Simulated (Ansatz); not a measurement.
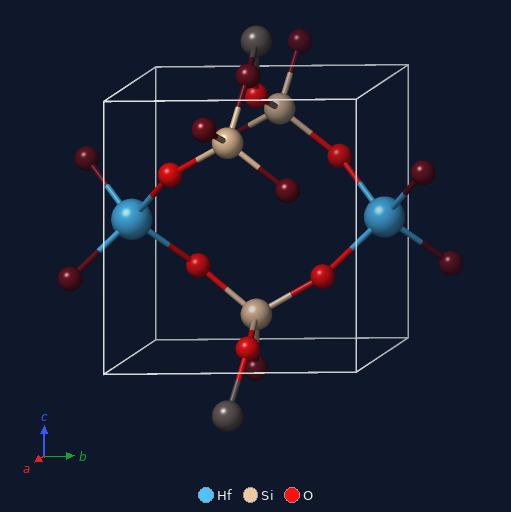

The figure gives a ball-and-stick picture of the atoms, viewed slightly off an axis. Lines trace the edges of the cell (the run's own, in a reduced setting). Atoms just outside the outline that bond to atoms inside are added, in fainter colours.

```
CELL_PARAMETERS angstrom
0.00000 -5.00780 0.00000
-4.95529 2.50390 -0.01199
0.19691 0.00000 -5.87793
ATOMIC_POSITIONS crystal
Hf 0.45899 0.00000 0.50000
Si 0.52101 0.50607 0.15515
Si 0.01494 0.49393 0.84485
O 0.79241 0.22090 0.70249
O 0.30774 0.46033 0.93065
O 0.57151 0.77910 0.29751
O 0.12600 0.75434 0.68276
O 0.84742 0.53967 0.06935
O 0.37165 0.24566 0.31724
```

Level of theory: Ansatz 0.2.0, DFT r2SCAN, scalar-relativistic, plane waves, PAW. Settings were E_cut = 500 eV, k-points about 0.27 Å⁻¹ apart, Gaussian smearing of 0.02 eV, no spin polarisation.

### What does a Bader analysis give?

Hf +2.72 e; Si +3.34 e; O -1.69 to -1.51 e. The transfer is large, as in an ionic solid.

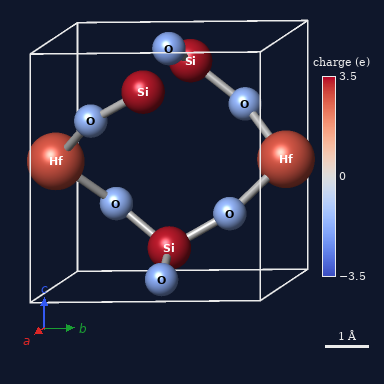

The atoms coloured by those charges.

Provenance: a structure type filled with these elements by a generator (whether the compound takes this form wasn't checked). Earlier steps of the study, as a rule a relaxation of our own, may have changed the cell and positions, so they can lie some per cent off the listed ones. Ansatz was used for an electronic-structure calculation on it.
